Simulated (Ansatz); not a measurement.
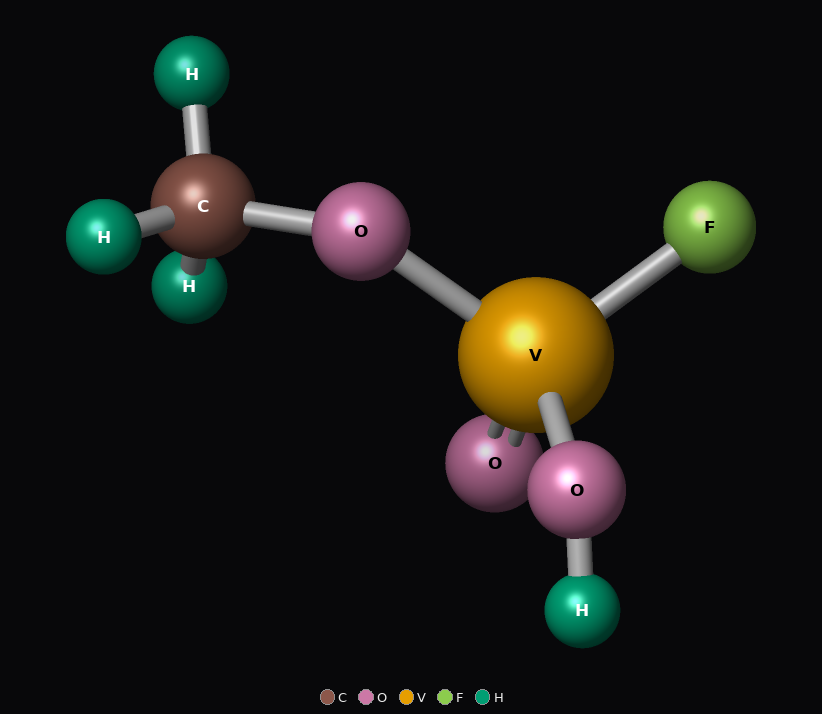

Charge 0, singlet. The computed structure is the end point of a PBE0-D4/def2-TZVP optimisation. Program: Ansatz 0.2.0.

Compare HOMO energy (eV), HOMO–LUMO gap (eV), vertical IP (eV) at these levels: B3LYP-D4/def2-TZVPP; PBE-D4/def2-TZVPP; PBE0-D4/def2-TZVPP; r2SCAN-D4/def2-TZVPP; ωB97M-V/def2-TZVPP; ωB97X-V/def2-TZVPP.

```json
{"level": "B3LYP-D4/def2-TZVPP", "HOMO energy (eV)": "−8.91", "HOMO–LUMO gap (eV)": "6.06", "vertical IP (eV)": "11.13"}
{"level": "PBE-D4/def2-TZVPP", "HOMO energy (eV)": "−7.56", "HOMO–LUMO gap (eV)": "4.18", "vertical IP (eV)": "10.69"}
{"level": "PBE0-D4/def2-TZVPP", "HOMO energy (eV)": "−9.13", "HOMO–LUMO gap (eV)": "6.58", "vertical IP (eV)": "11.09"}
{"level": "r2SCAN-D4/def2-TZVPP", "HOMO energy (eV)": "−7.92", "HOMO–LUMO gap (eV)": "4.51", "vertical IP (eV)": "10.85"}
{"level": "ωB97M-V/def2-TZVPP", "HOMO energy (eV)": "−11.47", "HOMO–LUMO gap (eV)": "11.18", "vertical IP (eV)": "11.27"}
{"level": "ωB97X-V/def2-TZVPP", "HOMO energy (eV)": "−11.54", "HOMO–LUMO gap (eV)": "11.25", "vertical IP (eV)": "11.28"}
```
